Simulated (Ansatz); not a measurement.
## Molecular dynamics, with input and output: Si4H9Cl (part 4 of 4)

Continued. System: Si4H9Cl. Method: RKS PBE0/STO-3G (Ansatz 0.2.0). It belongs to a series of runs on one base structure; here: dynamics from the start.

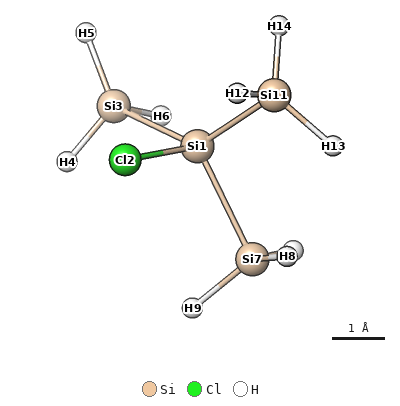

Fig. 1: The geometry at step 89 of the log (ball-and-stick view, seen at a tilt; atoms are numbered from 1 in the order of the input).

**Trajectory as extended XYZ, continued**
```
14
Properties=species:S:1:pos:R:3:forces:R:3 step=75 time_fs=37.5 energy=-43661.66370 temperature=2169.5
Si    0.0982   -0.0795   -0.2991    1.4896   3.3564  -1.1394
Cl    0.0072   -0.3051    1.7159   -0.4669  -0.0839   3.6237
Si    2.5032    0.1177   -0.2579   -4.0071   3.9478  -0.0628
H     2.7862    0.9248    0.9847    0.0761  -1.3557  -1.0612
H     3.2206   -0.9798   -0.6300    1.4303  -2.0735  -0.1514
H     2.5892    1.0925   -1.3313    0.6716  -0.1757   0.0574
Si   -1.3513    1.7680   -0.7599    2.6010  -4.1282  -0.1246
H    -2.6587    1.3054   -0.5710   -1.2540   0.2860   0.5201
H    -0.6990    2.8134   -0.2529    0.5926   3.1134   2.5860
H    -1.0824    2.1259   -2.0498   -0.2542   0.0278  -2.7102
Si   -1.1892   -1.7024   -0.8416    0.4754  -1.5241  -0.9919
H    -1.8603   -2.1238    0.3466    0.0276  -0.7064   0.1830
H    -2.1879   -1.2495   -1.7192   -0.6980   0.2198  -0.8534
H    -0.2698   -2.5642   -1.5478   -0.6841  -0.9036   0.1246
14
Properties=species:S:1:pos:R:3:forces:R:3 step=77 time_fs=38.5 energy=-43661.52232 temperature=2234.3
Si    0.0995   -0.0819   -0.2975    1.4924   3.3664  -1.2848
Cl    0.0018   -0.2986    1.7135   -0.4917  -0.0886   3.7810
Si    2.5111    0.1216   -0.2505   -3.0866   1.1398   0.0249
H     2.7530    0.9873    0.9469    0.2135  -1.2347  -0.8279
H     3.3140   -1.0217   -0.5796    0.1668  -0.2595   0.4796
H     2.5738    0.9987   -1.3458    0.8235   0.7444  -0.9335
Si   -1.3646    1.7719   -0.7673    6.7961  -0.3632   0.6339
H    -2.5925    1.2634   -0.5742   -3.1670  -0.3018   0.7683
H    -0.6125    2.9074   -0.2436   -1.3869   0.0182   1.1136
H    -1.0465    2.1342   -2.0624   -0.4945  -0.1621  -2.2229
Si   -1.2013   -1.6991   -0.8424    1.6357  -1.3337  -1.9783
H    -1.8195   -2.1219    0.3227   -0.6087  -1.1064   1.2426
H    -2.2023   -1.1966   -1.6802   -0.8399   0.1683  -1.0068
H    -0.2640   -2.5713   -1.5494   -1.0527  -0.5870   0.2104
14
Properties=species:S:1:pos:R:3:forces:R:3 step=79 time_fs=39.5 energy=-43660.87823 temperature=1799.7
Si    0.0997   -0.0844   -0.2963    1.5684   3.3880  -1.3841
Cl   -0.0049   -0.2907    1.7114   -0.5191  -0.0952   3.9137
Si    2.5186    0.1253   -0.2407   -2.1538  -1.0617   0.2124
H     2.7326    1.0470    0.9065    0.3050  -1.0954  -0.6149
H     3.4097   -1.0692   -0.5272   -0.9997   1.2199   0.8512
H     2.5689    0.9111   -1.3664    0.9097   1.3506  -1.7581
Si   -1.3760    1.7756   -0.7731    9.3918   1.9911   0.6116
H    -2.5510    1.2203   -0.5762   -4.2856  -0.7824   0.8941
H    -0.5423    3.0010   -0.2242   -2.5546  -1.7529   0.2835
H    -1.0109    2.1435   -2.0819   -0.7762  -0.3656  -1.4956
Si   -1.2115   -1.6962   -0.8445    1.9635  -1.2073  -2.6627
H    -1.7911   -2.1264    0.3170   -0.8965  -1.2761   1.7371
H    -2.2297   -1.1403   -1.6469   -0.6092  -0.0660  -0.8537
H    -0.2707   -2.5952   -1.5483   -1.3436  -0.2470   0.2656
14
Properties=species:S:1:pos:R:3:forces:R:3 step=81 time_fs=40.5 energy=-43660.29369 temperature=1492.6
Si    0.1004   -0.0856   -0.2960    1.6244   3.3383  -1.4571
Cl   -0.0130   -0.2820    1.7105   -0.5368  -0.0926   3.9694
Si    2.5260    0.1266   -0.2311   -1.5429  -2.2284   0.1790
H     2.7145    1.0939    0.8671    0.3888  -0.9020  -0.3955
H     3.4954   -1.1023   -0.4689   -1.7758   2.0493   0.9600
H     2.5754    0.8365   -1.3948    0.9409   1.5120  -2.0886
Si   -1.3841    1.7793   -0.7781   10.0475   2.9283   0.3627
H    -2.5386    1.1752   -0.5699   -4.1311  -0.7607   0.8193
H    -0.4973    3.0768   -0.2024   -3.0818  -2.6116  -0.1639
H    -0.9836    2.1495   -2.1079   -1.0517  -0.5379  -0.7292
Si   -1.2220   -1.6947   -0.8467    1.6670  -0.9706  -2.7918
H    -1.7591   -2.1322    0.3341   -0.9303  -1.2196   1.6819
H    -2.2607   -1.0859   -1.6237   -0.2001  -0.4364  -0.5316
H    -0.2922   -2.6219   -1.5373   -1.4180  -0.0681   0.1856
14
Properties=species:S:1:pos:R:3:forces:R:3 step=83 time_fs=41.5 energy=-43660.07165 temperature=1408.4
Si    0.1015   -0.0837   -0.2970    1.6251   3.1836  -1.5171
Cl   -0.0213   -0.2728    1.7093   -0.5409  -0.0821   3.9766
Si    2.5330    0.1263   -0.2210   -1.1777  -2.6187  -0.7199
H     2.7021    1.1256    0.8199    0.4813  -0.4964   0.0167
H     3.5666   -1.1113   -0.4020   -2.2383   2.3892   0.9239
H     2.5969    0.7773   -1.4383    0.8948   1.1705  -1.5858
Si   -1.3888    1.7840   -0.7835    9.3890   2.8099   0.1339
H    -2.5547    1.1388   -0.5516   -3.0122  -0.2143   0.5780
H    -0.4718    3.1218   -0.1809   -3.2819  -2.9660  -0.4525
H    -0.9610    2.1413   -2.1424   -1.3041  -0.6368   0.0148
Si   -1.2331   -1.6940   -0.8482    1.0380  -0.7232  -2.1833
H    -1.7292   -2.1418    0.3693   -0.7641  -0.9348   1.0896
H    -2.2866   -1.0392   -1.6084    0.1396  -0.7885  -0.2384
H    -0.3339   -2.6487   -1.5181   -1.2485  -0.0925  -0.0366
14
Properties=species:S:1:pos:R:3:forces:R:3 step=85 time_fs=42.5 energy=-43660.12855 temperature=1410.2
Si    0.1056   -0.0794   -0.2986    1.5000   2.9373  -1.5994
Cl   -0.0290   -0.2626    1.7073   -0.5412  -0.0695   3.9870
Si    2.5380    0.1243   -0.2100   -0.8982  -2.3010  -2.0579
H     2.6891    1.1562    0.7797    0.5400  -0.1807   0.2947
H     3.6204   -1.0919   -0.3341   -2.4575   2.3809   0.8309
H     2.6213    0.7365   -1.4932    0.7745   0.5765  -0.4479
Si   -1.3902    1.7905   -0.7891    7.7927   1.9749   0.2734
H    -2.5997    1.1086   -0.5194   -1.2529   0.6936   0.1788
H    -0.4768    3.1419   -0.1646   -3.2787  -3.0709  -0.6479
H    -0.9504    2.1224   -2.1715   -1.4441  -0.6166   0.4488
Si   -1.2432   -1.6946   -0.8486    0.1976  -0.3143  -1.2735
H    -1.7029   -2.1538    0.4137   -0.5422  -0.5560   0.2551
H    -2.3161   -0.9970   -1.5979    0.5532  -1.1776   0.0953
H    -0.3856   -2.6730   -1.4965   -0.9434  -0.2766  -0.3375
14
Properties=species:S:1:pos:R:3:forces:R:3 step=87 time_fs=43.5 energy=-43660.29404 temperature=1441.8
Si    0.1124   -0.0756   -0.3005    1.3147   2.6852  -1.6980
Cl   -0.0358   -0.2524    1.7044   -0.5354  -0.0550   4.0061
Si    2.5423    0.1218   -0.1998   -0.8260  -1.7058  -3.2826
H     2.6751    1.1876    0.7399    0.5810   0.0691   0.4903
H     3.6461   -1.0468   -0.2670   -2.3808   2.0543   0.7348
H     2.6501    0.6997   -1.5499    0.6080   0.0902   0.6727
Si   -1.3884    1.7975   -0.7934    6.0410   0.9531   0.5037
H    -2.6600    1.0852   -0.4848    0.4069   1.5172  -0.2379
H    -0.5150    3.1344   -0.1536   -3.1029  -2.9661  -0.7511
H    -0.9526    2.1009   -2.1955   -1.4858  -0.5374   0.7163
Si   -1.2522   -1.6962   -0.8477   -0.3846   0.1135  -0.4901
H    -1.6709   -2.1657    0.4559   -0.4495  -0.2273  -0.4186
H    -2.3373   -0.9586   -1.5939    0.8767  -1.5287   0.3803
H    -0.4341   -2.7010   -1.4688   -0.6634  -0.4624  -0.6259
14
Properties=species:S:1:pos:R:3:forces:R:3 step=89 time_fs=44.5 energy=-43660.55241 temperature=1562.5
Si    0.1204   -0.0737   -0.3020    1.1311   2.4677  -1.7883
Cl   -0.0441   -0.2426    1.7023   -0.5200  -0.0354   3.9978
Si    2.5476    0.1182   -0.1912   -1.0028  -0.8997  -4.2700
H     2.6776    1.2105    0.7038    0.5670   0.3005   0.6380
H     3.6490   -0.9828   -0.1965   -1.9775   1.3985   0.6257
H     2.6864    0.6688   -1.6027    0.4074  -0.2759   1.6290
Si   -1.3823    1.8059   -0.7969    4.6438   0.0081   0.2637
H    -2.7145    1.0833   -0.4627    1.4930   1.9635  -0.5094
H    -0.5792    3.1004   -0.1490   -2.7196  -2.5600  -0.7143
H    -0.9603    2.0856   -2.2296   -1.5072  -0.4819   1.1740
Si   -1.2618   -1.6977   -0.8465   -0.4675   0.2616   0.2090
H    -1.6428   -2.1699    0.4909   -0.4651   0.0452  -0.8736
H    -2.3414   -0.9343   -1.5900    0.9068  -1.6796   0.4631
H    -0.4819   -2.7451   -1.4255   -0.4891  -0.5128  -0.8446
14
Properties=species:S:1:pos:R:3:forces:R:3 step=91 time_fs=45.5 energy=-43660.88464 temperature=1643.4
Si    0.1296   -0.0713   -0.3024    0.9142   2.2359  -1.9217
Cl   -0.0523   -0.2333    1.7005   -0.5033  -0.0182   3.9811
Si    2.5518    0.1160   -0.1853   -1.6039   0.1363  -4.7791
H     2.6875    1.2248    0.6740    0.5099   0.5428   0.7698
H     3.6323   -0.9004   -0.1253   -1.1063   0.3045   0.5627
H     2.7288    0.6446   -1.6307    0.2150  -0.4508   2.0945
Si   -1.3748    1.8145   -0.8007    3.4607  -1.0354  -0.1887
H    -2.7504    1.1021   -0.4491    2.0867   2.0886  -0.6644
H    -0.6578    3.0474   -0.1359   -2.1149  -1.7792  -0.5380
H    -0.9725    2.0742   -2.2622   -1.4723  -0.3939   1.5990
Si   -1.2725   -1.6984   -0.8469    0.0567  -0.0702   0.8068
H    -1.6181   -2.1679    0.5173   -0.5389   0.2560  -1.1625
H    -2.3304   -0.9314   -1.5832    0.6035  -1.5512   0.3256
H    -0.5312   -2.8023   -1.3869   -0.5070  -0.2652  -0.8851
14
Properties=species:S:1:pos:R:3:forces:R:3 step=92 time_fs=46.0 energy=-43661.08020 temperature=1725.2
Si    0.1350   -0.0699   -0.3025    0.7892   2.1187  -1.9803
Cl   -0.0564   -0.2288    1.7002   -0.4949  -0.0077   3.9498
Si    2.5531    0.1157   -0.1828   -2.0376   0.7879  -4.8058
H     2.6952    1.2332    0.6629    0.4536   0.5831   0.7640
H     3.6202   -0.8575   -0.0890   -0.5113  -0.3661   0.5776
H     2.7521    0.6320   -1.6323    0.1315  -0.4700   2.1271
Si   -1.3705    1.8182   -0.8033    2.9089  -1.6293  -0.4597
H    -2.7559    1.1215   -0.4489    2.1802   2.0247  -0.6851
H    -0.7041    3.0159   -0.1260   -1.7077  -1.2097  -0.3563
H    -0.9863    2.0711   -2.2738   -1.3980  -0.3328   1.7145
Si   -1.2775   -1.6983   -0.8478    0.4360  -0.3230   1.1155
H    -1.6054   -2.1666    0.5270   -0.5879   0.3435  -1.2550
H    -2.3223   -0.9357   -1.5776    0.3588  -1.4003   0.1896
H    -0.5573   -2.8301   -1.3701   -0.5208  -0.1191  -0.8959
14
Properties=species:S:1:pos:R:3:forces:R:3 step=94 time_fs=47.0 energy=-43661.39614 temperature=1718.0
Si    0.1469   -0.0665   -0.3027    0.5232   1.9105  -2.0589
Cl   -0.0643   -0.2197    1.6996   -0.4767   0.0094   3.8734
Si    2.5543    0.1162   -0.1787   -2.8579   2.1745  -4.4517
H     2.7134    1.2618    0.6435    0.2887   0.3805   0.5614
H     3.5981   -0.7850   -0.0183    0.6683  -1.5987   0.7212
H     2.7999    0.6052   -1.6146    0.0069  -0.4215   1.8623
Si   -1.3616    1.8246   -0.8082    1.8793  -3.0590  -1.2072
H    -2.7491    1.1781   -0.4559    2.0674   1.7009  -0.6535
H    -0.8083    2.9544   -0.1068   -0.7318   0.2992   0.2770
H    -1.0221    2.0553   -2.2897   -1.1857  -0.1524   1.7933
Si   -1.2860   -1.6974   -0.8499    1.3367  -0.9088   1.6193
H    -1.5775   -2.1625    0.5374   -0.7187   0.4606  -1.2777
H    -2.3015   -0.9449   -1.5632   -0.2458  -1.0030  -0.1599
H    -0.6101   -2.8819   -1.3439   -0.5539   0.2080  -0.8990
14
Properties=species:S:1:pos:R:3:forces:R:3 step=96 time_fs=48.0 energy=-43661.60575 temperature=1875.8
Si    0.1587   -0.0641   -0.3026    0.2595   1.7578  -2.0671
Cl   -0.0718   -0.2095    1.7013   -0.4527   0.0188   3.7251
Si    2.5546    0.1189   -0.1748   -3.1067   3.1091  -3.5549
H     2.7367    1.2970    0.6374    0.0503  -0.0831   0.1626
H     3.5908   -0.7337    0.0647    1.2526  -2.2267   0.8651
H     2.8448    0.5758   -1.5778   -0.0086  -0.2790   1.2477
Si   -1.3536    1.8288   -0.8119    1.3143  -4.4677  -1.9947
H    -2.7184    1.2451   -0.4656    1.4862   1.1425  -0.5401
H    -0.9196    2.9058   -0.0842    0.1808   1.9618   1.1462
H    -1.0646    2.0349   -2.2889   -0.9204   0.0703   1.5777
Si   -1.2931   -1.6983   -0.8518    2.1745  -1.4921   1.9129
H    -1.5505   -2.1467    0.5435   -0.8559   0.4820  -1.1709
H    -2.2908   -0.9666   -1.5547   -0.7903  -0.5750  -0.4712
H    -0.6662   -2.9343   -1.3258   -0.5837   0.5814  -0.8383
14
Properties=species:S:1:pos:R:3:forces:R:3 step=98 time_fs=49.0 energy=-43661.73788 temperature=2117.4
Si    0.1697   -0.0608   -0.3017    0.0113   1.6067  -2.0627
Cl   -0.0797   -0.1983    1.7040   -0.4248   0.0173   3.5568
Si    2.5563    0.1222   -0.1713   -2.8318   3.4841  -2.1805
H     2.7597    1.3338    0.6385   -0.2076  -0.6134  -0.2467
H     3.5927   -0.7009    0.1577    1.1848  -2.2642   0.8708
H     2.8890    0.5581   -1.5257    0.1081  -0.1082   0.3193
Si   -1.3454    1.8313   -0.8161    1.8939  -4.9235  -2.1877
H    -2.6612    1.3214   -0.4764    0.1261   0.2537  -0.2832
H    -1.0357    2.8853   -0.0542    0.6723   2.9668   1.6866
H    -1.1098    2.0123   -2.2696   -0.6204   0.3255   0.9374
Si   -1.3005   -1.7005   -0.8537    3.0278  -2.0043   2.0226
H    -1.5327   -2.1263    0.5369   -0.9865   0.4169  -0.8195
H    -2.2865   -0.9949   -1.5422   -1.3864  -0.0830  -0.8397
H    -0.7275   -2.9835   -1.3120   -0.5669   0.9257  -0.7734
14
Properties=species:S:1:pos:R:3:forces:R:3 step=100 time_fs=50.0 energy=-43661.76999 temperature=1987.5
Si    0.1798   -0.0555   -0.3010   -0.2217   1.4539  -2.0239
Cl   -0.0878   -0.1877    1.7076   -0.3889   0.0115   3.3402
Si    2.5585    0.1280   -0.1686   -2.1100   3.1410  -0.5643
H     2.7807    1.3669    0.6380   -0.4151  -0.9928  -0.5434
H     3.5997   -0.6893    0.2505    0.5161  -1.7973   0.6475
H     2.9365    0.5351   -1.4756    0.3138   0.1092  -0.7197
Si   -1.3351    1.8331   -0.8212    3.5996  -3.6861  -0.7830
H    -2.5919    1.3960   -0.4882   -2.0114  -0.8694   0.1869
H    -1.1382    2.9018   -0.0102    0.7262   2.4674   1.1551
H    -1.1650    1.9836   -2.2288   -0.2577   0.6431  -0.4436
Si   -1.3069   -1.7036   -0.8566    3.4796  -2.2043   1.9088
H    -1.5238   -2.1120    0.5222   -1.0759   0.3516  -0.3582
H    -2.3010   -1.0271   -1.5319   -1.7104   0.2414  -1.0310
H    -0.7975   -3.0267   -1.2980   -0.4441   1.1306  -0.7713
```

The run was set up as follows.

**Input file**
```yaml
crystal:
  periodic: [false, false, false]
  atoms:
    - { symbol: Si, position_ang: [0.00975, -0.05713, -0.088806] }
    - { symbol: Cl, position_ang: [0.050759, -0.301807, 2.027564] }
    - { symbol: Si, position_ang: [2.160941, 0.061886, -0.763047] }
    - { symbol: H, position_ang: [2.881522, -1.139361, -0.417279] }
    - { symbol: H, position_ang: [2.196078, 0.214113, -2.198791] }
    - { symbol: H, position_ang: [2.828952, 1.195609, -0.171136] }
    - { symbol: Si, position_ang: [-1.119979, 1.85522, -0.492278] }
    - { symbol: H, position_ang: [-2.471699, 1.776254, 0.006017] }
    - { symbol: H, position_ang: [-0.461275, 2.985082, 0.117106] }
    - { symbol: H, position_ang: [-1.174848, 2.077432, -1.918233] }
    - { symbol: Si, position_ang: [-1.047463, -1.868141, -0.924772] }
    - { symbol: H, position_ang: [-2.39639, -1.962078, -0.420088] }
    - { symbol: H, position_ang: [-1.108643, -1.755892, -2.363741] }
    - { symbol: H, position_ang: [-0.338306, -3.081087, -0.595016] }
basis:
  gaussian: { orbitals: STO-3G }
hamiltonian:
  xc: pbe0
md:
  timestep: 0.5
  n_steps: 100
  ensemble: nvt_langevin
  temperature: 3000.0
  initial_velocities: maxwell_boltzmann
  seed: 417000
  friction: 0.01
```

Command:
```bash
ansatz run input.yaml --threads 1 --pin off --max-ram 2048MiB --backend cpu --events-out ev --progress --plain --runs-dir out
```

**Key numbers**

| quantity | value |
| --- | --- |
| outcome | finished |
| mean temperature over the second half | 1923 K |
| trajectory | 100 steps, 50 fs |
| ensemble | nvt_langevin |
| temperature in the input | 3000.0 K |
| time step | 0.5 fs |
| potential energy (last step) | −43661.7700 eV |
| mean-field energy (last step) | −43661.7700 eV |
| largest force (length of the vector) (last step) | 5.211 eV/Å |
| hardware | 1 thread of Intel Xeon (Sapphire Rapids), 16 GiB of memory available, shared host |
| wall time | 4.9 min |
| peak memory | 0.17 GiB |

So short a trajectory is not equilibrated. The logged temperature at the start can lie below the typed one, since it is counted over all degrees of freedom. The temperature stays far from the 3000 K of the thermostat over the second half: the run isn't equilibrated.
